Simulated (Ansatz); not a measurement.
Relaxed InSb (zinc blende):

```yaml
crystal:
  lattice:
    - [0.00000, 6.63495, 6.63495]
    - [3.31748, 0.00000, 3.31748]
    - [3.31748, 3.31748, 0.00000]
  atoms:
    - { symbol: Sb, position: [0.37500, 0.75000, 0.75000] }
    - { symbol: Sb, position: [0.87500, 0.75000, 0.75000] }
    - { symbol: In, position: [0.00000, 0.00000, 0.00000] }
    - { symbol: In, position: [0.50000, 0.00000, 0.00000] }
```

The atoms are displaced by Q × the pattern below (from a DFPT mode at L = (0.5, 0.0, 0.0), largest move 1; Q in Å), at fixed cell. (q is in reciprocal vectors of the primitive cell; the cell shown is doubled to hold the pattern.)

```tsv
atom	x	y	z
Sb1	-0.546	0.546	0.546
Sb2	0.546	-0.546	-0.546
In3	0.577	-0.577	-0.577
In4	-0.577	0.577	0.577
```

Level of theory: PBE (plane waves to 420 eV, PAW, scalar-relativistic; Ansatz, a quantum-chemistry and plane-wave program). k mesh 6×12×12 (Γ-centred), Fermi-Dirac smearing 0.05 eV. The energy includes the smearing's −TS. With partly filled bands, energies and forces of such displacements shift with the k mesh and the smearing. At this level the bands of InSb touch or barely overlap; measurements give the solid a gap. InSb was relaxed with its symmetry unable to fall. Spin-orbit coupling is left out, though Sb is heavy. The PAW data are Ansatz's earlier set. The zero of ΔE is the undisplaced structure.

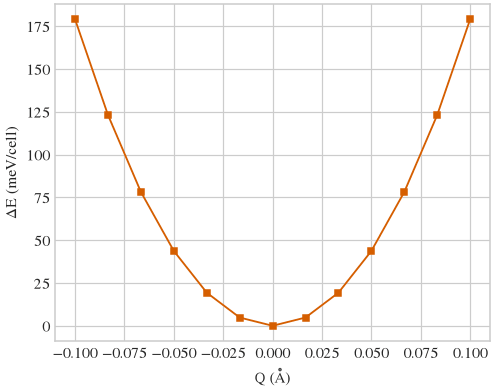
Figure: ΔE (meV/cell) against Q (Å); one marker a computed point.

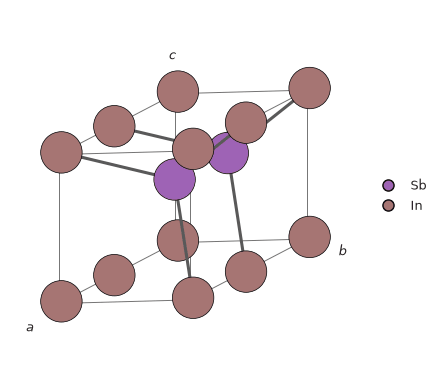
Figure: The cell of the calculation at Q = 0.100 Å.

The energy at Q = 0.100 Å comes out as 179 meV/cell. Symmetry of the curve: even: the same for both signs. Harmonic wavenumber from the curvature (finite differences): 145 cm⁻¹. Shape of the curve: a single well with its minimum at or next to zero displacement. Space group of the distorted cell: R3m (No. 160), lowered from F-43m.

E″ = 34.69 eV/Å², M = Σ mᵢ|uᵢ|² = 447.2 u, ν̃ = 521.5·√(|E″|/M).

(A displaced cell: forces are minus the slopes of the energy, force constants its curvatures, and phonons follow from these.)
